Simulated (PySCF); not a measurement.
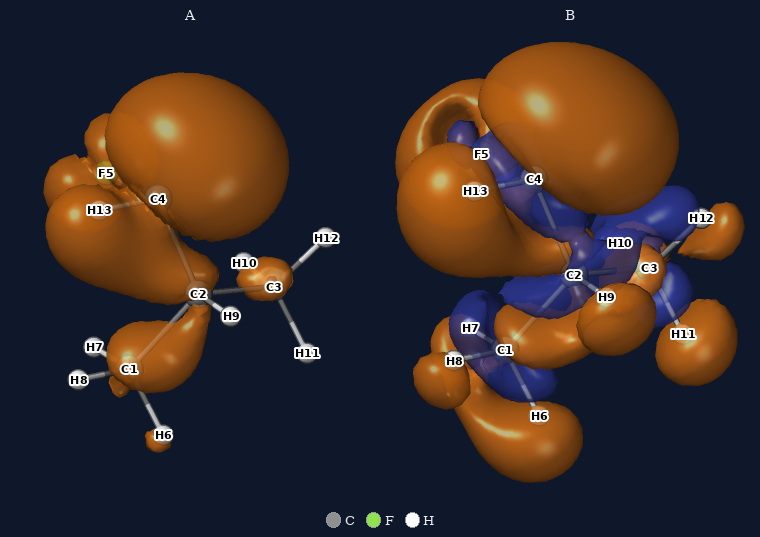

*C₄H₈F, charge −1, SMILES `CC(C)[CH-]F`. The Fukui function f⁻ from two separate SCF calculations and the density of the HOMO, at ±0.01 e/Å³ (orange positive, blue negative).*

Level of theory: BLYP/def2-SVPD (PySCF), at a geometry from GFN2-xTB. The highest occupied Kohn–Sham orbital has positive energy, a self-interaction fault of such functionals for anions. This is a single-reference result, which may miss multireference character in this system. No frequency check shows the geometry to be a minimum.

Input

```python
import numpy as np
from pyscf import gto, scf, dft
from pyscf.scf import atom_ks, atom_hf
from scipy.linalg import block_diag

def solve(mol, dm0=None, hcore=None):
    mf = (dft.UKS if mol.spin else dft.RKS)(mol, xc='blyp')
    mf.grids.level = 3
    mf = mf.density_fit(auxbasis='def2-universal-jkfit')
    mf.conv_tol, mf.max_cycle = 1e-8, 80
    if hcore is not None:
        mf.get_hcore = lambda *args: hcore
    mf.kernel(dm0)
    if not mf.converged:
        mf = mf.newton().run(mf.mo_coeff, mf.mo_occ, max_cycle=30)
    assert mf.converged, 'SCF not converged'
    return mf

mol = gto.M(atom='''
C     -0.92683    -1.27493     0.26488
C     -0.50029    -0.01320    -0.51653
C     -1.03465     1.22231     0.21190
C      1.00282     0.14622    -0.78512
F      1.65907     0.06550     0.56882
H     -2.01073    -1.31289     0.43363
H     -0.42659    -1.28439     1.23243
H     -0.63315    -2.17423    -0.27915
H     -0.97564    -0.05835    -1.51292
H     -0.54992     1.30603     1.18287
H     -2.11851     1.17065     0.36573
H     -0.80255     2.11905    -0.36036
H      1.33918    -0.83771    -1.23239
''', basis='def2-svpd', charge=-1, spin=0, verbose=4)
mf = solve(mol)
out = dict(e0=mf.e_tot, dm0=mf.make_rdm1(), c=mf.mo_coeff, occ=mf.mo_occ, eps=mf.mo_energy)
for name, dq, spin in [('cation', 1, 1)]:
    ion = mol.copy().set(charge=mol.charge + dq, spin=spin).build()
    mi = solve(ion)
    if spin and dq > 0 and mol.nao < 130:
        c, _, stable, _ = mi.stability(return_status=True)
        if not stable:
            mi = solve(ion, mi.make_rdm1(c, mi.mo_occ))
    print(name, 'vertical energy change / eV', (mi.e_tot - mf.e_tot) * 27.211386)
    out.update({'e_' + name: mi.e_tot, 'dm_' + name: mi.make_rdm1(), 's2_' + name: mi.spin_square()[0], 'eps_' + name: mi.mo_energy, 'occ_' + name: mi.mo_occ})
# spherically averaged free atoms, for the promolecule
atm = atom_ks.get_atm_nrks(mol, xc='blyp')
pro = block_diag(*[(atm[a[0]][2] * atm[a[0]][3]) @ atm[a[0]][2].T for a in mol._atom])
np.savez('result.npz', pro=pro, **out)
```

Launched as:

```sh
OMP_NUM_THREADS=1 python input.py
```

The run took 71 s on 1 thread of Arm Neoverse V2, on a shared host, peak memory 0.65 GiB.

Partitions, critical points and surface values were worked out afterwards from this run's density.

### Which panel is which, and how good is the frozen-orbital picture?

B is f⁻ (it has negative regions), A the HOMO density. The HOMO lies on C4 (65 %), F5 (12 %) and H13 (7 %); f⁻ (Hirshfeld-condensed) is largest on C4 (0.39); the vertical detachment energy is 0.81 eV (the stability of the neutral species's solution wasn't checked). Relaxation shifts 29 % of the electron between atoms. The orbital energy is 2.36 eV.
